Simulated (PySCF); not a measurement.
```xyz
21

B    -0.4125   -1.5843   -1.3503
C    -0.9369   -0.2610   -0.5970
C    -2.0962   -0.5495    0.3710
C    -2.5399    0.6521    1.0467
C    -2.8734    1.6678    1.5851
C     0.2705    0.3066    0.1626
C     1.4505    0.3089   -0.7937
F     1.3891   -0.9344   -1.4754
Si    3.1808    0.4410    0.0248
H    -0.2050   -2.5350   -0.6927
H    -0.6488   -1.7336   -2.4890
H    -1.2808    0.5053   -1.3017
H    -1.7821   -1.2852    1.1172
H    -2.9347   -0.9731   -0.1888
H    -3.1851    2.5474    2.0646
H     0.0906    1.3175    0.5323
H     0.4935   -0.3356    1.0182
H     1.2930    1.0513   -1.5844
H     4.1883    0.3740   -1.0309
H     3.2208    1.7214    0.7278
H     3.3093   -0.6847    0.9464
```

Geometry: GFN2-xTB.

Computed with PySCF 2.14.0, PBE0/pcSseg-1, SCF density, gas phase, non-relativistic.

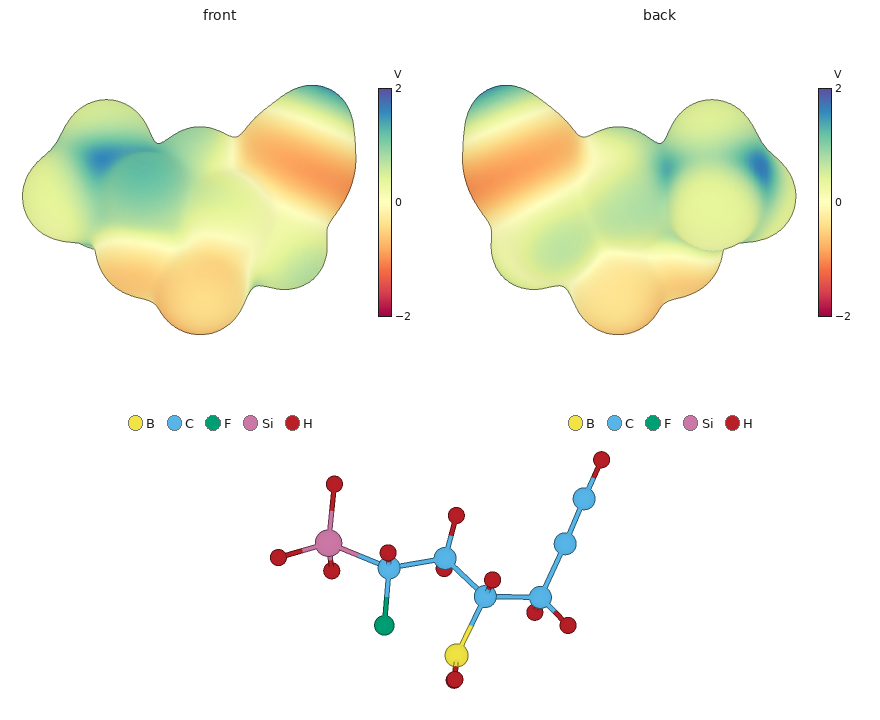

C$_{6}$H$_{12}$BFSi. The molecular electrostatic potential painted on the density surface at 0.002 e/bohr³, seen from the front and from behind; red is negative and blue positive. The bare structure is drawn below in the same view.

**Describe the electrostatic potential map.**

The most negative region (about −0.9 V) lies over C4 and C5, the most positive (about +1.6 V) over Si9.

**What dipole moment does the calculation give?**

Its dipole moment is 2.68 D.
